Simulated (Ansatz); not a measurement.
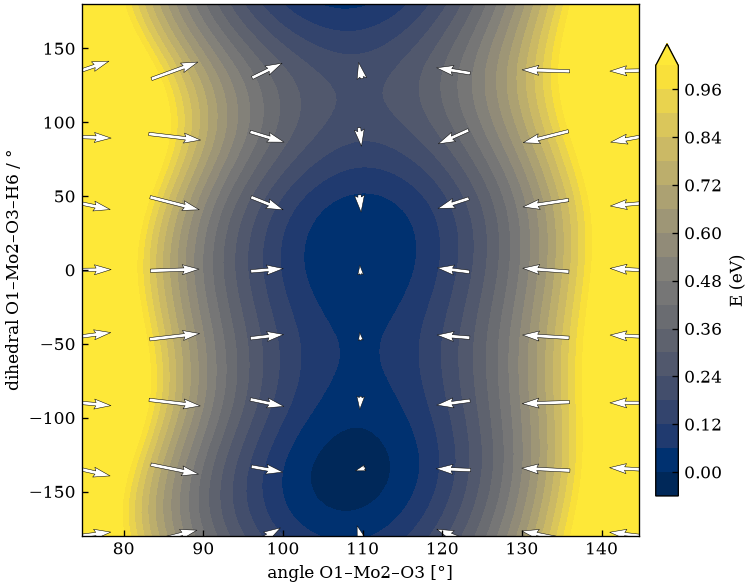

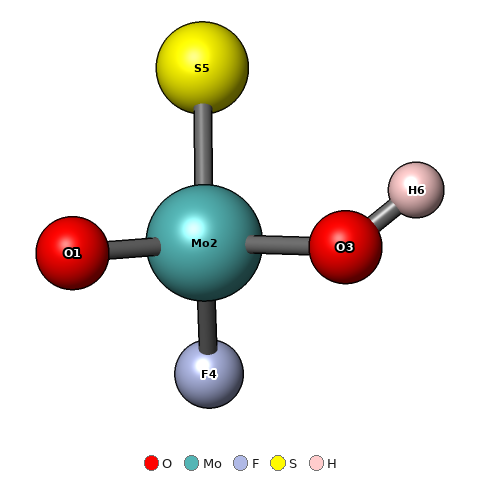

Energy landscape of FHMoO2S, SMILES [O]=[Mo]([OH])([F])=[S]. First axis: angle O1–Mo2–O3. Second axis: dihedral O1–Mo2–O3–H6. Nothing is relaxed (all other coordinates rigid). The scan uses a 7 × 8 grid. Energies are in eV, from the relaxed molecule at the same level. Theory: RKS PBE0-D4/def2-TZVP (Ansatz 0.2.0).

Drawn: filled contours, arrows along the force (downhill), their lengths compressed, one colour for all values above the top of the scale. Between grid points the surface is interpolated. The second picture is the structure at the lowest point.

Summarise what can be read from the map.

Answer. The lowest grid point is at angle O1–Mo2–O3 = 109.7°, dihedral O1–Mo2–O3–H6 = −135°, −0.029 eV from the relaxed molecule at the same level. A higher local minimum lies near angle O1–Mo2–O3 = 109.7°, dihedral O1–Mo2–O3–H6 = 0° (0.035 eV above the lowest at that grid point). The highest grid point, angle O1–Mo2–O3 = 74.7°, dihedral O1–Mo2–O3–H6 = 90°, lies 2.17 eV above the lowest. On the interpolated surface the easiest way out of the lowest well to the well at about angle O1–Mo2–O3 = 109°, dihedral O1–Mo2–O3–H6 = 10° passes a barrier of about 0.083 eV. Round the minimum the two coordinates are weakly coupled (coupling −0.13 in units of the two stiffnesses).

Grid values (eV):

```
dihedral O1–Mo2–O3–H6 ↓, angle O1–Mo2–O3 →  74.7  86.4  98.0  109.7  121.4  133.0  144.7
                                       135  1.88  0.87  0.36   0.21   0.40   0.92   1.79
                                        90  2.15  0.97  0.38   0.19   0.34   0.83   1.67
                                        45  1.87  0.77  0.22   0.04   0.19   0.67   1.51
                                         0  1.71  0.68  0.16   0.01   0.17   0.65   1.50
                                       −45  1.85  0.76  0.22   0.05   0.22   0.71   1.56
                                       −90  1.92  0.77  0.20   0.03   0.20   0.71   1.58
                                      −135  1.62  0.61  0.11  −0.03   0.17   0.71   1.61
                                      −180  1.51  0.61  0.16   0.05   0.26   0.81   1.72
```

The input of one point:

```yaml
crystal:
  periodic: [false, false, false]
  atoms:
    - { symbol: O, position_ang: [-1.38379, 0.226832, 1.044187] }
    - { symbol: Mo, position_ang: [-0.304351, 0.127407, -0.218717] }
    - { symbol: O, position_ang: [1.304436, -0.573719, 0.386831] }
    - { symbol: F, position_ang: [-1.012271, -0.917797, -1.557566] }
    - { symbol: S, position_ang: [0.041257, 2.070592, -0.946637] }
    - { symbol: H, position_ang: [2.158118, -0.200755, 0.145822] }
basis:
  gaussian: { orbitals: def2-TZVP }
hamiltonian:
  xc: pbe0
  dispersion: d4
output:
  forces: true
```

Each point was launched as `ansatz run input.yaml --threads 1 --pin off --max-ram 2560MiB --backend cpu --events-out ev --progress --plain --runs-dir out`. The whole map (56 points run) took 12 min on 1 thread of Arm Neoverse V1, on a shared host.
